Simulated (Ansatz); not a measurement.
# Calculations on GeH$_{2}$OCl$_{2}$

## 1. Relaxation

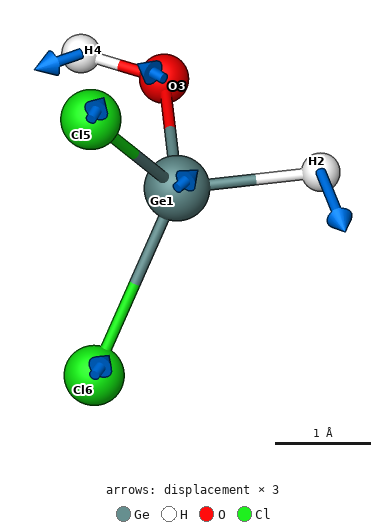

A relaxation of GeH₂OCl₂. The starting structure is drawn; blue arrows show the displacements, magnified 3 times. The two geometries are superimposed by the best rigid fit.

A ball-and-stick model, seen from a free direction.

The run prepares an end point of a later path (reaction) calculation, from a guessed geometry.

Computed with RKS BLYP/def2-SVPD (Ansatz 0.2.0).

Input
```yaml
crystal:
  periodic: [false, false, false]
  atoms:
    - { symbol: Ge, position_ang: [0.086607, -0.089381, 0.333509] }
    - { symbol: H, position_ang: [0.13572, 0.070024, 1.856059] }
    - { symbol: O, position_ang: [1.843977, -0.299401, 0.434799] }
    - { symbol: H, position_ang: [2.377254, -0.469091, -0.366606] }
    - { symbol: Cl, position_ang: [-0.513326, 1.660319, -0.850998] }
    - { symbol: Cl, position_ang: [-0.976933, -1.82457, -0.490563] }
basis:
  gaussian: { orbitals: def2-SVPD }
hamiltonian:
  xc: blyp
relax:
  f_tol: 0.03
  max_steps: 50
output:
  orbitals: {}
```

Run as
```bash
ansatz run input.yaml --threads 4 --pin off --max-ram 5120MiB --backend cpu --events-out ev --progress --plain --runs-dir out
```

Atoms of which element are displaced furthest, and by how much?

Answer. Hydrogen: up to 0.34 Å, against 0.14 Å for oxygen.

Describe the change and its energy.

Answer. Over 6 geometry steps the energy falls by 0.272 eV. Largest force component: 1 eV/Å at the start, 0.0018 eV/Å at the end. H2 moves most after the best rigid fit: 0.34 Å. By element the largest moves are H 0.34 Å, O 0.14 Å, Cl 0.13 Å, Ge 0.12 Å. Some distances before and after: Ge1–O3 1.773 → 1.793 Å, Ge1–Cl5 2.196 → 2.202 Å, Ge1–H2 1.532 → 1.536 Å. Bond angles that change, for instance: H2–Ge1–O3 85.6° → 107.0°, H2–Ge1–Cl5 117.5° → 111.1°, Ge1–O3–H4 121.0° → 114.6°.

## 2. Relaxation

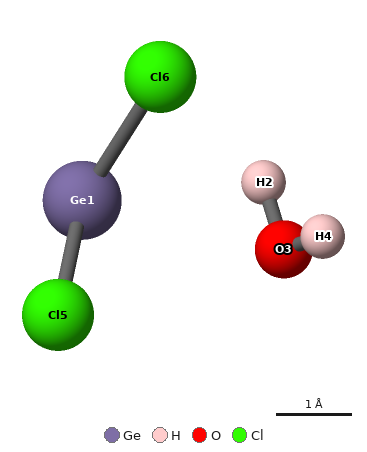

GeH$_{2}$OCl$_{2}$, before the relaxation. A ball-and-stick model, seen at a tilt.

The run prepares an end point of a later path (reaction) calculation, from a guessed geometry.

Computed with Ansatz, RKS BLYP/def2-SVPD.

Input file:
```yaml
crystal:
  periodic: [false, false, false]
  atoms:
    - { symbol: Ge, position_ang: [-0.934076, 0.310099, 0.440087] }
    - { symbol: H, position_ang: [1.445249, -0.711082, 1.397443] }
    - { symbol: O, position_ang: [1.965717, -0.020182, 0.91613] }
    - { symbol: H, position_ang: [2.233661, -0.465373, 0.087576] }
    - { symbol: Cl, position_ang: [-0.97232, 1.678611, -1.357806] }
    - { symbol: Cl, position_ang: [-0.784931, -1.744173, -0.567232] }
basis:
  gaussian: { orbitals: def2-SVPD }
hamiltonian:
  xc: blyp
relax:
  f_tol: 0.03
  max_steps: 50
```

Command:
```bash
ansatz run input.yaml --threads 4 --pin off --max-ram 5120MiB --backend cpu --events-out ev --progress --plain --runs-dir out
```

> What does the optimiser find from here?

The atom that moves furthest after the best rigid fit is H4 (0.96 Å). By element the largest moves are H 0.96 Å, Cl 0.85 Å, O 0.52 Å, Ge 0.21 Å. Near-neighbour distances that change, for instance: Ge1–O3 2.957 → 2.329 Å, Ge1–Cl5 2.260 → 2.317 Å, Ge1–Cl6 2.293 → 2.315 Å, H2–O3 0.990 → 0.982 Å. The energy falls by 30.5 kJ/mol in 11 accepted moves (13 points after the start). The largest force component goes from 0.7 to 0.015 eV/Å. The line search rejected the trial steps at points 1, 9 of the run.

History of the run:

```tsv
step	E − E(0), kJ/mol	largest force component, eV/Å	note
0	0.00	0.7037	
1	0.47	2.6546	rejected
2	-6.69	0.5904	
3	-12.27	0.3821	
4	-14.53	0.4249	
5	-17.26	1.2869	
6	-20.70	0.7793	
7	-25.54	0.1743	
8	-27.77	0.1099	
9	-26.29	1.2998	rejected
10	-29.09	0.1443	
11	-29.87	0.3144	
12	-30.10	0.2977	
13	-30.46	0.0149
```

Final geometry:

```xyz
6

Ge   -0.8195    0.2724    0.6076
H     1.5420   -1.0474    0.6751
O     1.4568   -0.1023    0.9279
H     1.8361    0.4048    0.1768
Cl   -0.1675    1.4241   -1.2940
Cl   -0.8945   -1.9038   -0.1772
```

After the run, drawn alike:

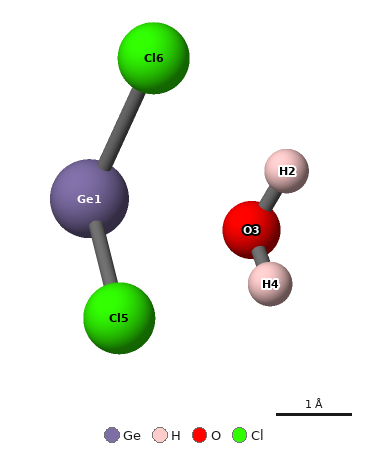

Limits of the set-up: the start holds two separate molecules, 2.8 Å apart at their closest, whose relative position is a soft coordinate and is computed without a dispersion correction.

## 3. Path

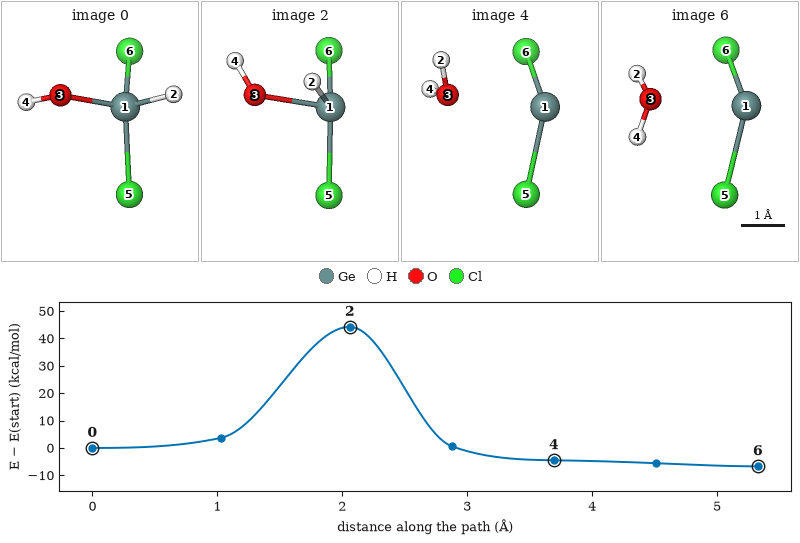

A search for the minimum-energy path of GeH$_{2}$OCl$_{2}$ by the nudged elastic band. Images are numbered from 0 (start) to 6 (end). A ball-and-stick model, seen at a tilt.

Theory: Ansatz, RKS BLYP/def2-SVPD.

Input
```yaml
crystal:
  periodic: [false, false, false]
  atoms:
    - { symbol: Ge, position_ang: [0.172263, -0.088248, 0.420978] }
    - { symbol: H, position_ang: [-0.195967, 0.115941, 1.898418] }
    - { symbol: O, position_ang: [1.947626, -0.331679, 0.35237] }
    - { symbol: H, position_ang: [2.303792, -0.471602, -0.545888] }
    - { symbol: Cl, position_ang: [-0.404446, 1.65875, -0.788539] }
    - { symbol: Cl, position_ang: [-0.86997, -1.835263, -0.42114] }
basis:
  gaussian: { orbitals: def2-SVPD }
hamiltonian:
  xc: blyp
neb:
  order_check: false
  images: 5
  f_tol: 0.03
  max_iterations: 60
  final_atoms:
    - { symbol: Ge, position_ang: [-0.68824446, 0.5325481, 0.64466216] }
    - { symbol: H, position_ang: [1.39976131, -1.18840083, 0.68255624] }
    - { symbol: O, position_ang: [1.50125972, -0.22935636, 0.86771571] }
    - { symbol: H, position_ang: [1.9134147, 0.15085441, 0.06108118] }
    - { symbol: Cl, position_ang: [0.02902137, 1.4216084, -1.37097558] }
    - { symbol: Cl, position_ang: [-1.20191464, -1.63935472, 0.03115929] }
  initial_path:
    images:
      - { positions_ang: [[0.172263, -0.088248, 0.420978], [-0.195967, 0.115941, 1.898418], [1.947626, -0.331679, 0.35237], [2.303792, -0.471602, -0.545888], [-0.404446, 1.65875, -0.788539], [-0.86997, -1.835263, -0.42114]] }
      - { positions_ang: [[0.11465031, -0.05874662, 0.28136369], [0.1808844, 0.08139893, 1.7593456], [1.9335906, -0.22164725, 0.40159773], [2.27502, -0.63308294, -0.23361811], [-0.61801053, 1.70845536, -0.77504927], [-0.93283678, -1.82847848, -0.51744064]] }
      - { positions_ang: [[0.05703761, -0.02924524, 0.14174937], [0.5577358, 0.04685686, 1.6202732], [1.91955521, -0.11161551, 0.45082546], [2.246248, -0.79456388, 0.07865179], [-0.83157506, 1.75816073, -0.76155954], [-0.99570357, -1.82169395, -0.61374129]] }
      - { positions_ang: [[-0.00057508, 0.00025614, 0.00213506], [0.9345872, 0.01231479, 1.4812008], [1.90551981, -0.00158376, 0.5000532], [2.21747601, -0.95604482, 0.39092168], [-1.04513959, 1.80786609, -0.74806981], [-1.05857035, -1.81490943, -0.71004193]] }
      - { positions_ang: [[-0.22979821, 0.17768679, 0.21631076], [1.08964524, -0.38792375, 1.21498595], [1.77076645, -0.07750796, 0.62260737], [2.11612224, -0.58707841, 0.28097485], [-0.68708594, 1.67911353, -0.95570507], [-1.10635178, -1.7563912, -0.46297486]] }
      - { positions_ang: [[-0.45902134, 0.35511745, 0.43048646], [1.24470327, -0.78816229, 0.94877109], [1.63601309, -0.15343216, 0.74516154], [2.01476847, -0.218112, 0.17102802], [-0.32903229, 1.55036096, -1.16334032], [-1.15413321, -1.69787296, -0.21590778]] }
      - { positions_ang: [[-0.68824446, 0.5325481, 0.64466216], [1.39976131, -1.18840083, 0.68255624], [1.50125972, -0.22935636, 0.86771571], [1.9134147, 0.15085441, 0.06108118], [0.02902137, 1.4216084, -1.37097558], [-1.20191464, -1.63935472, 0.03115929]] }
```

Command:
```bash
ansatz run input.yaml --threads 4 --pin off --max-ram 5120MiB --backend cpu --events-out ev --progress --plain --runs-dir out
```

**What happens along the path, and what is the barrier?**

Forward barrier 44.2 kcal/mol, backward barrier 51.0 kcal/mol, with image 2 at the top; the reaction energy is −6.7 kcal/mol. A hydrogen atom shifts from one atom to another. Breaking: Ge1–H2 (1.54 → 1.64 at the top → 2.71 Å). Forming: H2–O3 (2.68 → 1.52 at the top → 0.98 Å). The band converged in 17 iterations. The largest component of the band force went from 33 to 0.029 eV/Å. The climbing image converged on the top of the path. Its vibrational analysis gives one imaginary mode (1227i cm⁻¹), as a transition state must have.

Cost: 50 s on 4 threads of AMD EPYC 9R45 96-Core Processor (Zen 5) (shared host), peak memory 0.22 GiB.
